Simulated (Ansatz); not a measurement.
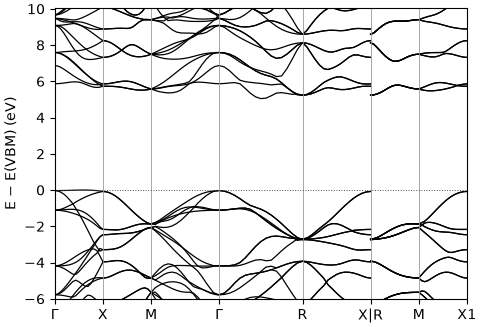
Figure. Band structure from plane-wave PAW PBE (Ansatz code)

Q: Read off the gap and where the band edges lie.

A: About 5.0 eV (5.04 eV by a search for the band edges); maximum on the Γ–X line, 60 % of the way from Γ, minimum on the Γ–R line, 52 % of the way from Γ.

The material is SiN2 in space group Pa-3 (No. 205; Si on 4a, N on 8c).

The start of the workflow was typed in or built on a structure type; neither database checked (COD, Materials Project) lists it. Its standing as an ambient phase is unchecked. The cell was relaxed with PBE under the symmetry of its start; its stability against distortions is not shown here.

Potentials: the earlier of the program's two PAW sets.
